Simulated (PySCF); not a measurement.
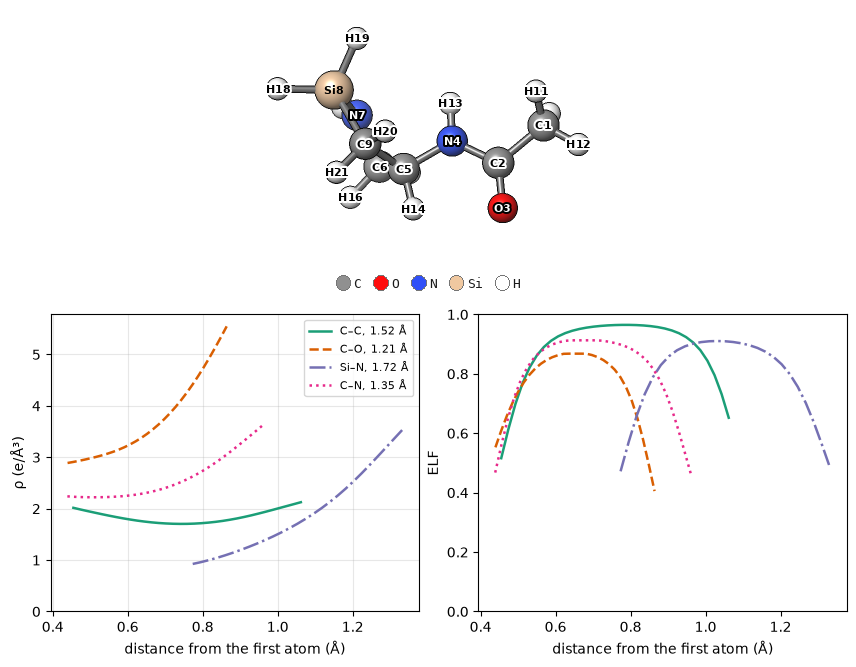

The picture shows: C5H12N2OSi. Total electron density and electron localisation function along straight lines between neighbouring atoms. The curves leave out the atomic cores. The structure is drawn too.

Geometry: GFN2-xTB.

These are results of PBE0/pcSseg-1, SCF density, gas phase, non-relativistic (PySCF 2.14.0), not measurements.

```yaml
atoms:
  - { symbol: C, position_ang: [3.1913, -0.1280, -0.4428] }
  - { symbol: C, position_ang: [1.9598, -0.9218, -0.0501] }
  - { symbol: O, position_ang: [1.9901, -2.0915, 0.2680] }
  - { symbol: N, position_ang: [0.8199, -0.1982, -0.0905] }
  - { symbol: C, position_ang: [-0.4834, -0.7388, 0.2249] }
  - { symbol: C, position_ang: [-1.4077, -0.5963, -0.9885] }
  - { symbol: N, position_ang: [-1.8169, 0.7951, -1.0227] }
  - { symbol: Si, position_ang: [-1.9489, 1.5284, 0.5259] }
  - { symbol: C, position_ang: [-1.1178, 0.0456, 1.3765] }
  - { symbol: H, position_ang: [3.1283, 0.1499, -1.4929] }
  - { symbol: H, position_ang: [3.2676, 0.7766, 0.1559] }
  - { symbol: H, position_ang: [4.0755, -0.7394, -0.2896] }
  - { symbol: H, position_ang: [0.8380, 0.7670, -0.3787] }
  - { symbol: H, position_ang: [-0.3191, -1.7909, 0.4758] }
  - { symbol: H, position_ang: [-0.8744, -0.8562, -1.9083] }
  - { symbol: H, position_ang: [-2.2634, -1.2763, -0.8857] }
  - { symbol: H, position_ang: [-2.3626, 1.0461, -1.8296] }
  - { symbol: H, position_ang: [-3.3034, 1.7634, 1.0367] }
  - { symbol: H, position_ang: [-1.1595, 2.7645, 0.5308] }
  - { symbol: H, position_ang: [-0.3640, 0.2971, 2.1186] }
  - { symbol: H, position_ang: [-1.8584, -0.5793, 1.8733] }
```

Question: Compare the contacts.

Answer: C–C (1.52 Å): the density is about 1.7 e/Å³ at the midpoint; the ELF peaks at about 0.95 between the atoms, as expected for a shared electron pair.
C–O (1.21 Å): ρ is about 3.3 e/Å³ halfway; the ELF peaks at about 0.85 between the atoms (a short, multiple covalent bond).
Si–N (1.72 Å): ρ at the midpoint is about 1.1 e/Å³; the ELF peaks at about 0.90 between the atoms: a polar covalent bond.
C–N (1.35 Å): ρ at the midpoint is about 2.4 e/Å³; the ELF peaks at about 0.90 between the atoms, as expected for a covalent bond.
